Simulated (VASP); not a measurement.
Consider the following.

```
CoTe2
1.0
    3.73057     0.00000     0.00000
   -1.86528     3.23077     0.00000
    0.00000     0.00000     5.33237
Co Te
1 2
Direct
  0.00000   0.00000   0.00000
  0.66667   0.33333   0.75538
  0.33333   0.66667   0.24462
```

Method: PBEsol GGA, VASP's PBE PAW potentials (set 64) (plane waves; VASP). Run with 400 eV cut-off, 11×11×7 Γ-centred mesh, tetrahedra with Blöchl corrections, potentials Co Te.

Without a dispersion term in the relaxation, distances and binding between the weakly bound layers, chains or molecules are unreliable, and so is what depends on them.  Unless said otherwise, spin-orbit coupling is left out, though it shifts the bands of the heavy elements here.

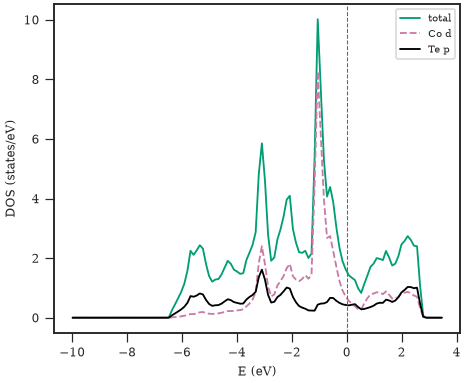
Total and projected density of states, zero at the Fermi level

Within 2 eV below the Fermi level the largest weight inside VASP's projection spheres is Co d.

It has no gap at this level: it comes out as a metal or semimetal.

The structure comes from a computed database's CoTe2 entry (P-3m1); how it stands against other phases isn't given here. It was relaxed first, which changed the volume by -7 %. The run is not spin-polarised, so no magnetic state was tried. The electron count is odd and the run is not spin-polarised, which forces a metal.
